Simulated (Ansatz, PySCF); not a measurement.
Breaking the B1–H2 bond in CH5BSe (SMILES CB[SeH]) (multiplicity 1 held, fragments rigid). Energies count from the point at 1.189 Å.
Geometry at that point (charge 0, multiplicity 1):
```xyz
8

B     -0.1528    -0.5534     1.0626
H     -1.1320    -0.5894     1.7355
C      1.1691    -1.2645     1.4816
H      0.9786    -2.3331     1.6320
H      1.4936    -0.8885     2.4585
H      2.0000    -1.1608     0.7826
Se    -0.2340     0.4253    -0.5976
H     -1.6347     0.8649    -0.4932
```

R- and RO- levels are restricted; in cc, def2 and unpolarised 6-31G sets they are followed outwards from rest. U- levels take the lowest unrestricted solution at each point, which mixes spins at long bonds. Active spaces are followed from a long bond inwards. Curves can end on different states.

Frozen-core correlation. Filled d and f shells under p-block atoms count as core. Rows in LANL2DZ carry no dispersion term and start afresh at each structure. LANL2DZ brings its own core potentials from Na on.

Run with Ansatz (Gaussian orbitals); PySCF for LANL2DZ rows. Values without a source in brackets are computed.

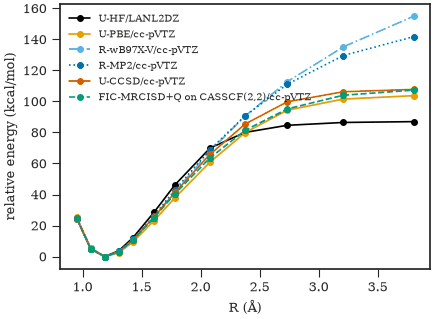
Relative energy along the coordinate

Read off the U-HF/LANL2DZ curve at R = 3.209.

about 86 kcal/mol

Doubts at one or more of the structures used: a spin-contaminated determinant (U-HF/LANL2DZ, U-PBE/cc-pVTZ, U-CCSD/cc-pVTZ); a restricted determinant that unrestricted orbitals would lower (R-wB97X-V/cc-pVTZ, R-MP2/cc-pVTZ); T1 above 0.05 (U-CCSD/cc-pVTZ).

Ansatz is a program for electronic structure.
